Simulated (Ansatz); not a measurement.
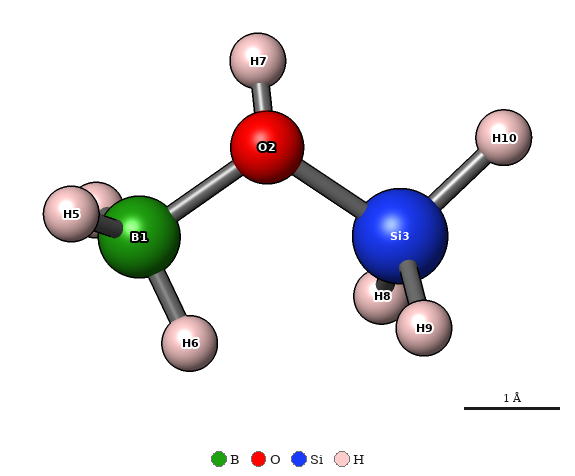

**Figure 1.** The structure as given in the input (ball-and-stick view, seen on its broad side; atoms are numbered from 1 in the order of the input).

Geometry relaxation, with input and output: BSiH7O

- system: BSiH7O
- method: RKS PBE0-D4/def2-TZVP (Ansatz 0.2.0)

The geometry: PBE-D4/def2-SVP start. Figures and captions count atoms from 1; the log counts them from 0 in places.

What the program printed
```
Functional definition: PBE0
  name "PBE0"
  cite "Adamo & Barone, J. Chem. Phys. 110, 6158 (1999) doi:10.1063/1.478522"
  cite "Perdew, Burke & Ernzerhof, Phys. Rev. Lett. 77, 3865 (1996) doi:10.1103/PhysRevLett.77.3865"
  parent pbe
  parameter a = 0.25
  parameter kappa = 0.804
  parameter beta = 0.06672455060314922
  exchange = (1 - a)*pbe_x(kappa = kappa, mu = beta*pi^2/3) + a*exact_x
  correlation = pbe_c(beta = beta)
896 factors; their error is unknown
mean field evaluation 1: about -10705.8770 eV, gradient 4.4e1 eV
mean field evaluation 2: about -10702.5117 eV, gradient 6.3e1 eV
mean field evaluation 4: about -10709.7365 eV, gradient 2.0e0 eV
mean field evaluation 8: about -10709.7504 eV, gradient 3.5e-2 eV
mean field evaluation 16: about -10709.7853 eV, gradient 5.5e-5 eV
mean field -10709.78532768 eV, -393.5773514390 hartree, gradient 5.5e-5 eV, S^2 0.000000; 0 other end points of the search recorded, 0 dependent functions left out
the calculation of the forces begins
reference -10709.78536232 eV, -393.5773527120 hartree; 17, 17 occupied and 124, 124 virtual orbitals, 896 factors
relax step   1: F+E_penalty+E_count = -10709.91435822 eV  Δ(F+E_penalty+E_count) = +0.000e0 eV  max|allowed force component| = 6.306e-1 eV/Å  Δτ_max = 0.0000 Å  (25 SCF iters, accepted)
these checks for a lower state are left out or cut short: starts, cluster_reference, orbital_swaps, neighbouring_geometries, increment
896 factors; their error is unknown
mean field -10709.82679566 eV, -393.5788753593 hartree, gradient 1.6e-5 eV, S^2 0.000000; 0 other end points of the search recorded, 0 dependent functions left out
the calculation of the forces begins
reference -10709.82683013 eV, -393.5788766259 hartree; 17, 17 occupied and 124, 124 virtual orbitals, 896 factors
relax step   2: F+E_penalty+E_count = -10709.95606740 eV  Δ(F+E_penalty+E_count) = -4.171e-2 eV  max|allowed force component| = 4.271e-1 eV/Å  Δτ_max = 0.0309 Å  (29 SCF iters, accepted)
these checks for a lower state are left out or cut short: starts, cluster_reference, orbital_swaps, neighbouring_geometries, increment
896 factors; their error is unknown
mean field -10709.83574545 eV, -393.5792042579 hartree, gradient 1.6e-5 eV, S^2 0.000000; 0 other end points of the search recorded, 0 dependent functions left out
the calculation of the forces begins
reference -10709.83577982 eV, -393.5792055211 hartree; 17, 17 occupied and 124, 124 virtual orbitals, 896 factors
relax step   3: F+E_penalty+E_count = -10709.96511008 eV  Δ(F+E_penalty+E_count) = -9.043e-3 eV  max|allowed force component| = 6.895e-2 eV/Å  Δτ_max = 0.0151 Å  (29 SCF iters, accepted)
these checks for a lower state are left out or cut short: starts, cluster_reference, orbital_swaps, neighbouring_geometries, increment
896 factors; their error is unknown
mean field evaluation 32: about -10709.7992 eV, gradient 9.6e-3 eV
mean field -10709.83659745 eV, -393.5792355681 hartree, gradient 1.6e-5 eV, S^2 0.000000; 0 other end points of the search recorded, 0 dependent functions left out
the calculation of the forces begins
reference -10709.83663184 eV, -393.5792368321 hartree; 17, 17 occupied and 124, 124 virtual orbitals, 896 factors
relax step   4: F+E_penalty+E_count = -10709.96584014 eV  Δ(F+E_penalty+E_count) = -7.301e-4 eV  max|allowed force component| = 6.128e-2 eV/Å  Δτ_max = 0.0296 Å  (28 SCF iters, accepted)
these checks for a lower state are left out or cut short: starts, cluster_reference, orbital_swaps, neighbouring_geometries, increment
896 factors; their error is unknown
mean field -10709.83691817 eV, -393.5792473544 hartree, gradient 1.6e-5 eV, S^2 0.000000; 0 other end points of the search recorded, 0 dependent functions left out
the calculation of the forces begins
reference -10709.83695259 eV, -393.5792486193 hartree; 17, 17 occupied and 124, 124 virtual orbitals, 896 factors
relax step   5: F+E_penalty+E_count = -10709.96612929 eV  Δ(F+E_penalty+E_count) = -2.891e-4 eV  max|allowed force component| = 2.718e-2 eV/Å  Δτ_max = 0.0079 Å  (30 SCF iters, accepted)
these checks for a lower state are left out or cut short: starts, cluster_reference, orbital_swaps, neighbouring_geometries, increment
896 factors; their error is unknown
mean field -10709.83697985 eV, -393.5792496211 hartree, gradient 9.1e-6 eV, S^2 0.000000; 0 other end points of the search recorded, 0 dependent functions left out
the calculation of the forces begins
reference -10709.83701426 eV, -393.5792508860 hartree; 17, 17 occupied and 124, 124 virtual orbitals, 896 factors
relax step   6: F+E_penalty+E_count = -10709.96619637 eV  Δ(F+E_penalty+E_count) = -6.708e-5 eV  max|allowed force component| = 9.742e-3 eV/Å  Δτ_max = 0.0044 Å  (22 SCF iters, accepted)
these checks for a lower state are left out or cut short: starts, cluster_reference, orbital_swaps, neighbouring_geometries, increment
896 factors; their error is unknown
mean field -10709.83701990 eV, -393.5792510931 hartree, gradient 2.1e-5 eV, S^2 0.000000; 0 other end points of the search recorded, 0 dependent functions left out
the calculation of the forces begins
reference -10709.83705433 eV, -393.5792523583 hartree; 17, 17 occupied and 124, 124 virtual orbitals, 896 factors
relax step   7: F+E_penalty+E_count = -10709.96622180 eV  Δ(F+E_penalty+E_count) = -2.544e-5 eV  max|allowed force component| = 1.574e-2 eV/Å  Δτ_max = 0.0050 Å  (22 SCF iters, accepted)
these checks for a lower state are left out or cut short: starts, cluster_reference, orbital_swaps, neighbouring_geometries, increment
896 factors; their error is unknown
mean field -10709.83704978 eV, -393.5792521910 hartree, gradient 9.4e-6 eV, S^2 0.000000; 0 other end points of the search recorded, 0 dependent functions left out
the calculation of the forces begins
reference -10709.83708421 eV, -393.5792534564 hartree; 17, 17 occupied and 124, 124 virtual orbitals, 896 factors
relax step   8: F+E_penalty+E_count = -10709.96623552 eV  Δ(F+E_penalty+E_count) = -1.372e-5 eV  max|allowed force component| = 6.363e-3 eV/Å  Δτ_max = 0.0018 Å  (22 SCF iters, accepted)
these checks for a lower state are left out or cut short: starts, cluster_reference, orbital_swaps, neighbouring_geometries, increment
896 factors; their error is unknown
mean field evaluation 64: about -10709.8370 eV, gradient 9.8e-2 eV
mean field -10709.83704888 eV, -393.5792521579 hartree, gradient 1.9e-5 eV, S^2 0.000000; 0 other end points of the search recorded, 0 dependent functions left out
the calculation of the forces begins
reference -10709.83708331 eV, -393.5792534232 hartree; 17, 17 occupied and 124, 124 virtual orbitals, 896 factors
relax step   9: F+E_penalty+E_count = -10709.96623543 eV  Δ(F+E_penalty+E_count) = +9.731e-8 eV  max|allowed force component| = 4.881e-3 eV/Å  Δτ_max = 0.0023 Å  (21 SCF iters, rejected (line search))
these checks for a lower state are left out or cut short: starts, cluster_reference, orbital_swaps, neighbouring_geometries, increment
896 factors; their error is unknown
mean field -10709.83705172 eV, -393.5792522623 hartree, gradient 9.2e-6 eV, S^2 0.000000; 0 other end points of the search recorded, 0 dependent functions left out
the calculation of the forces begins
reference -10709.83708615 eV, -393.5792535277 hartree; 17, 17 occupied and 124, 124 virtual orbitals, 896 factors
relax step  10: F+E_penalty+E_count = -10709.96623781 eV  Δ(F+E_penalty+E_count) = -2.288e-6 eV  max|allowed force component| = 1.647e-3 eV/Å  Δτ_max = 0.0010 Å  (21 SCF iters, accepted)
```

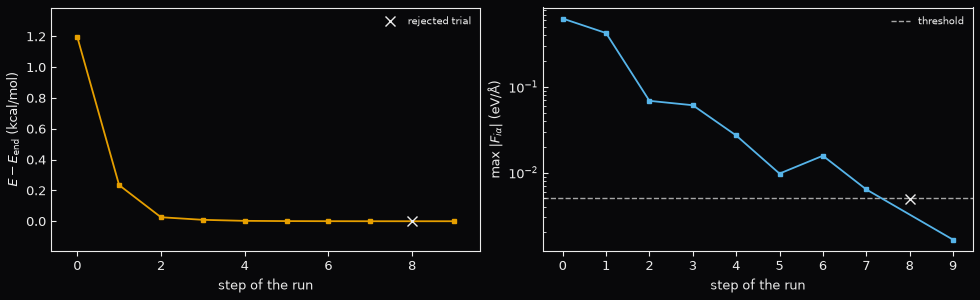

**Figure 2.** Progress of the relaxation, step by step (the first geometry is step 0 here and step 1 in the log).

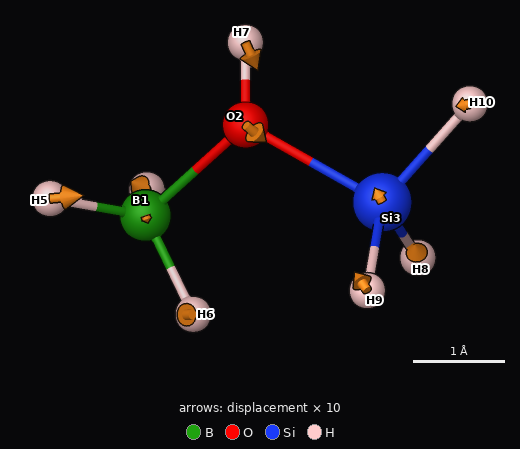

**Figure 3.** The starting structure with the displacements as orange arrows, magnified 10 times (ball-and-stick view, seen at a tilt). The two geometries are laid on each other by the best rigid fit. After 9 geometry steps the energy has fallen by 1.20 kcal/mol. Largest force component: 0.63 eV/Å at the start, 0.0016 eV/Å at the end. The line search rejected the trial step at point 8 (counted from 0) and went back. The largest move after the best rigid fit is that of H5, 0.041 Å. Largest moves by element: H 0.041 Å, O 0.037 Å, Si 0.019 Å, B 0.010 Å. Among the contacts that change: O2–Si3 1.744 → 1.699 Å, B1–H6 1.240 → 1.218 Å, B1–H5 1.224 → 1.203 Å, B1–H4 1.228 → 1.208 Å. (Atoms are counted from 1 in the order of the input.)

```
896 factors; their error is unknown
mean field -10709.83705172 eV, -393.5792522623 hartree, gradient 9.4e-6 eV, S^2 0.000000; 1 other end points of the search recorded, 0 dependent functions left out
the calculation of the forces begins
reference -10709.83708615 eV, -393.5792535277 hartree; 17, 17 occupied and 124, 124 virtual orbitals, 896 factors
Total energy: -10709.96627225 eV, -393.5840010291 hartree
Atom 0 at    -1.052076     0.637004    -0.702980 Å, force     0.000244    -0.000256    -0.000650 eV/Å
Atom 1 at     0.558349     0.314431    -0.508694 Å, force     0.000082    -0.000264    -0.001647 eV/Å
Atom 2 at     0.810141    -0.603398     0.898896 Å, force     0.000503    -0.000672     0.000588 eV/Å
Atom 3 at    -1.439894    -0.189409    -1.493539 Å, force     0.000237     0.000006     0.000041 eV/Å
Atom 4 at    -1.110208     1.783958    -1.060067 Å, force    -0.000256     0.000769    -0.000016 eV/Å
Atom 5 at    -1.447197     0.444886     0.432858 Å, force    -0.000398    -0.000142     0.000751 eV/Å
Atom 6 at     1.008469     0.072564    -1.321834 Å, force    -0.000426     0.000224     0.001101 eV/Å
Atom 7 at    -0.076575    -1.783492     0.914423 Å, force     0.000073     0.000162    -0.000173 eV/Å
Atom 8 at     0.601358     0.300844     2.042154 Å, force    -0.000050     0.000299    -0.000156 eV/Å
Atom 9 at     2.230834    -1.028487     0.801584 Å, force    -0.000009    -0.000126     0.000162 eV/Å
Dipole moment:     0.739812    -0.356159     0.077685 e Å
```

Trajectory as extended XYZ (Å, eV, eV/Å), 10 frames, from step=1 to step=10
```
10
Properties=species:S:1:pos:R:3:forces:R:3 step=1 energy=-10709.91436
B    -1.0467    0.6397   -0.7111   -0.1639   0.0216   0.0320
O     0.5704    0.3448   -0.5260    0.2934  -0.6178   0.1312
Si    0.8009   -0.6125    0.9134    0.0095   0.3425  -0.5615
H    -1.4503   -0.2206   -1.4897    0.1591   0.3153   0.2666
H    -1.1390    1.8017   -1.0835    0.0446  -0.4431   0.1269
H    -1.4221    0.4532    0.4560    0.0999   0.0576  -0.3699
H     1.0285    0.0887   -1.3478   -0.3328   0.1453   0.6306
H    -0.0994   -1.8052    0.9125    0.1936   0.2956  -0.0166
H     0.6015    0.3015    2.0728    0.0244  -0.2005  -0.2699
H     2.2395   -1.0426    0.8061   -0.3278   0.0834   0.0305
10
Properties=species:S:1:pos:R:3:forces:R:3 step=2 energy=-10709.95607
B    -1.0420    0.6334   -0.6997   -0.0605   0.0195   0.0000
O     0.5717    0.3429   -0.5205    0.1194  -0.3474   0.3201
Si    0.8014   -0.6054    0.9034   -0.0466   0.2805  -0.4271
H    -1.4343   -0.2143   -1.4747    0.0424   0.0884   0.0810
H    -1.1300    1.7800   -1.0716    0.0021  -0.1256   0.0428
H    -1.4212    0.4487    0.4520    0.0432   0.0225  -0.1382
H     1.0197    0.0808   -1.3331   -0.0952   0.0411   0.1525
H    -0.0995   -1.7790    0.8961    0.0520   0.0584   0.0014
H     0.5939    0.3009    2.0496    0.0177  -0.0525  -0.0534
H     2.2236   -1.0390    0.8014   -0.0745   0.0151   0.0209
10
Properties=species:S:1:pos:R:3:forces:R:3 step=3 energy=-10709.96511
B    -1.0406    0.6328   -0.6976   -0.0485   0.0111  -0.0020
O     0.5701    0.3361   -0.5114    0.0274  -0.0591   0.0689
Si    0.8003   -0.5994    0.8942   -0.0054   0.0546  -0.0538
H    -1.4296   -0.2098   -1.4702    0.0090  -0.0071  -0.0095
H    -1.1288    1.7736   -1.0664    0.0188   0.0085  -0.0050
H    -1.4219    0.4491    0.4447   -0.0127  -0.0005   0.0131
H     1.0148    0.0735   -1.3208    0.0060   0.0122  -0.0386
H    -0.0950   -1.7717    0.8884   -0.0058  -0.0134   0.0104
H     0.5965    0.3003    2.0407   -0.0043  -0.0007   0.0177
H     2.2174   -1.0356    0.8012    0.0155  -0.0055  -0.0013
10
Properties=species:S:1:pos:R:3:forces:R:3 step=4 energy=-10709.96584
B    -1.0503    0.6339   -0.7030    0.0188  -0.0117   0.0325
O     0.5589    0.3137   -0.5133    0.0139   0.0096   0.0395
Si    0.8071   -0.5993    0.8997    0.0045  -0.0102  -0.0613
H    -1.4373   -0.1923   -1.4928   -0.0189  -0.0004  -0.0169
H    -1.1093    1.7820   -1.0532   -0.0176   0.0176  -0.0147
H    -1.4406    0.4364    0.4344   -0.0067   0.0062  -0.0073
H     1.0097    0.0765   -1.3273    0.0082  -0.0135   0.0144
H    -0.0838   -1.7751    0.9116   -0.0039  -0.0152   0.0132
H     0.6029    0.3035    2.0444   -0.0036   0.0153  -0.0033
H     2.2259   -1.0304    0.8023    0.0053   0.0024   0.0040
10
Properties=species:S:1:pos:R:3:forces:R:3 step=5 energy=-10709.96613
B    -1.0495    0.6350   -0.7021   -0.0272   0.0081  -0.0012
O     0.5604    0.3142   -0.5108   -0.0162   0.0098   0.0005
Si    0.8085   -0.6025    0.8980    0.0136  -0.0074   0.0067
H    -1.4403   -0.1901   -1.4925    0.0080  -0.0047  -0.0017
H    -1.1119    1.7822   -1.0576    0.0074   0.0025  -0.0001
H    -1.4462    0.4420    0.4339    0.0206  -0.0016  -0.0079
H     1.0118    0.0765   -1.3245   -0.0020  -0.0061   0.0095
H    -0.0807   -1.7806    0.9144    0.0017  -0.0019  -0.0016
H     0.6023    0.3025    2.0411   -0.0021   0.0023  -0.0027
H     2.2289   -1.0302    0.8027   -0.0039  -0.0010  -0.0017
10
Properties=species:S:1:pos:R:3:forces:R:3 step=6 energy=-10709.96620
B    -1.0504    0.6359   -0.7023   -0.0068   0.0018  -0.0012
O     0.5592    0.3153   -0.5096    0.0038   0.0039  -0.0097
Si    0.8081   -0.6031    0.8979    0.0064   0.0004   0.0094
H    -1.4391   -0.1911   -1.4921    0.0005   0.0014   0.0037
H    -1.1122    1.7830   -1.0593    0.0025  -0.0035   0.0031
H    -1.4419    0.4430    0.4349   -0.0086   0.0017  -0.0030
H     1.0103    0.0759   -1.3228    0.0033  -0.0038  -0.0004
H    -0.0796   -1.7825    0.9140    0.0002   0.0012  -0.0018
H     0.6005    0.3027    2.0402    0.0002  -0.0034   0.0013
H     2.2285   -1.0301    0.8020   -0.0015   0.0004  -0.0013
10
Properties=species:S:1:pos:R:3:forces:R:3 step=7 energy=-10709.96622
B    -1.0526    0.6371   -0.7026    0.0124  -0.0053  -0.0007
O     0.5596    0.3150   -0.5089   -0.0157   0.0060   0.0025
Si    0.8096   -0.6034    0.8986    0.0042   0.0008  -0.0027
H    -1.4402   -0.1909   -1.4915    0.0002   0.0013   0.0002
H    -1.1111    1.7835   -1.0612    0.0002   0.0004   0.0006
H    -1.4457    0.4461    0.4341   -0.0008   0.0008  -0.0006
H     1.0099    0.0731   -1.3219    0.0001  -0.0016  -0.0024
H    -0.0771   -1.7834    0.9125   -0.0017  -0.0010   0.0014
H     0.6004    0.3006    2.0420    0.0000  -0.0008  -0.0001
H     2.2302   -1.0288    0.8019    0.0011  -0.0007   0.0018
10
Properties=species:S:1:pos:R:3:forces:R:3 step=8 energy=-10709.96624
B    -1.0522    0.6370   -0.7031   -0.0008   0.0007   0.0030
O     0.5583    0.3149   -0.5084    0.0038  -0.0019  -0.0064
Si    0.8103   -0.6035    0.8987   -0.0020  -0.0001   0.0047
H    -1.4400   -0.1901   -1.4930    0.0008  -0.0003  -0.0007
H    -1.1106    1.7837   -1.0609    0.0003  -0.0005   0.0001
H    -1.4471    0.4455    0.4330   -0.0007   0.0005  -0.0011
H     1.0089    0.0734   -1.3215   -0.0023   0.0016   0.0030
H    -0.0770   -1.7831    0.9142    0.0010  -0.0007  -0.0011
H     0.6016    0.3003    2.0423    0.0006   0.0006  -0.0004
H     2.2310   -1.0290    0.8016   -0.0009   0.0003  -0.0012
10
Properties=species:S:1:pos:R:3:forces:R:3 step=9 energy=-10709.96623 accepted=F
B    -1.0521    0.6370   -0.7030    0.0009   0.0005  -0.0036
O     0.5581    0.3137   -0.5094    0.0024  -0.0014   0.0049
Si    0.8099   -0.6033    0.8988    0.0005   0.0006  -0.0006
H    -1.4404   -0.1887   -1.4940   -0.0005   0.0013   0.0005
H    -1.1100    1.7844   -1.0588   -0.0005  -0.0014  -0.0003
H    -1.4468    0.4442    0.4329   -0.0003  -0.0008   0.0009
H     1.0092    0.0718   -1.3220   -0.0026   0.0008  -0.0013
H    -0.0762   -1.7838    0.9148   -0.0002   0.0007  -0.0001
H     0.6008    0.3014    2.0417   -0.0001   0.0000  -0.0005
H     2.2307   -1.0278    0.8018    0.0003  -0.0004   0.0001
10
Properties=species:S:1:pos:R:3:forces:R:3 step=10 energy=-10709.96624
B    -1.0521    0.6370   -0.7030    0.0002  -0.0003  -0.0006
O     0.5583    0.3144   -0.5087    0.0001  -0.0003  -0.0016
Si    0.8101   -0.6034    0.8989    0.0005  -0.0007   0.0006
H    -1.4399   -0.1894   -1.4935    0.0002   0.0000   0.0000
H    -1.1102    1.7840   -1.0601   -0.0003   0.0008   0.0000
H    -1.4472    0.4449    0.4329   -0.0004  -0.0001   0.0008
H     1.0085    0.0726   -1.3218   -0.0004   0.0002   0.0011
H    -0.0766   -1.7835    0.9144    0.0001   0.0002  -0.0002
H     0.6014    0.3008    2.0422   -0.0001   0.0003  -0.0002
H     2.2308   -1.0285    0.8016    0.0000  -0.0001   0.0002
```

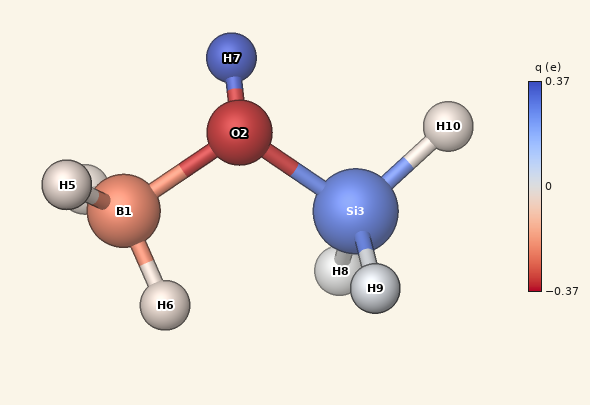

**Figure 4.** Mulliken charges, as the colour of each atom (ball-and-stick view, seen on its broad side; atoms are numbered from 1 in the order of the input). By element: B −0.22, O −0.34, Si +0.28 and H −0.03 to +0.35 e.

The run was set up as follows.

The input
```yaml
crystal:
  periodic: [false, false, false]
  atoms:
    - {symbol: B, position_ang: [-1.046748, 0.639674, -0.711077]}
    - {symbol: O, position_ang: [0.570359, 0.344828, -0.525969]}
    - {symbol: Si, position_ang: [0.800851, -0.612462, 0.913386]}
    - {symbol: H, position_ang: [-1.450303, -0.220581, -1.489690]}
    - {symbol: H, position_ang: [-1.138989, 1.801719, -1.083461]}
    - {symbol: H, position_ang: [-1.422060, 0.453238, 0.456025]}
    - {symbol: H, position_ang: [1.028495, 0.088750, -1.347765]}
    - {symbol: H, position_ang: [-0.099380, -1.805181, 0.912462]}
    - {symbol: H, position_ang: [0.601453, 0.301526, 2.072836]}
    - {symbol: H, position_ang: [2.239524, -1.042611, 0.806054]}
basis:
  gaussian: {orbitals: def2-TZVP}
hamiltonian: {xc: pbe0, dispersion: d4}
relax: {f_tol: 0.005, max_steps: 150}
```

Launched with:
```bash
ansatz run in.yaml --threads 4 --pin off --events-out ev --progress --plain --max-ram 10444MiB
```

Key numbers

| quantity | value |
| --- | --- |
| outcome | converged |
| total energy | −10709.9663 eV |
| mean-field energy | −10709.8371 eV |
| dispersion energy | −0.1292 eV |
| SCF solution under orbital rotations | stable |
| largest force (length of the vector) at the end | 0.002 eV/Å |
| dipole moment | 3.96 D |
| hardware | 4 threads of Arm Neoverse V1, 23 GiB of memory available, shared host |
| wall time | 14 s (CPU time 51 s) |
| peak memory | 0.27 GiB |
